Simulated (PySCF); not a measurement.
# H3P: the cost of one run

Programs: PySCF 2.14.0, with density-fitted response routines of our own. Each step states its level of theory. These are calculated values for one molecule in the gas phase, unless marked as measured. Atoms are numbered from 0 throughout.

## Step 1: Starting geometry

4 atoms, charge 0, multiplicity 1; geometry from: GFN2-xTB.

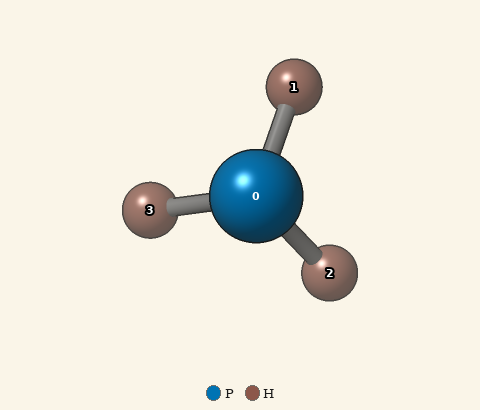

The starting geometry (phosphorus blue, hydrogen brown), atoms numbered.

## Step 2: Geometry optimisation at PBE0-D3(BJ)/def2-SVP

What the job is given:

```
{"job": {"xc": "PBE0", "basis": "def2-SVP", "d3": "d3bj", "grid": 1, "kind": "geom"}, "charge": 0, "multiplicity": 1}
P     -0.001477     0.003466     0.570380
H     -0.558658     1.008622    -0.205648
H      1.158342    -0.016325    -0.189555
H     -0.587973    -0.990990    -0.198030
```

On the command line:

```
$ OMP_NUM_THREADS=1 python probes_run.py task.json out
```

One launch serves the whole session: the jobs run in the order shown.

**Question.** How long does this first job take on 1 thread of Arm Neoverse V2, shared host, and how much memory does it need?

About 1 s, with a peak of 0.24 GiB.
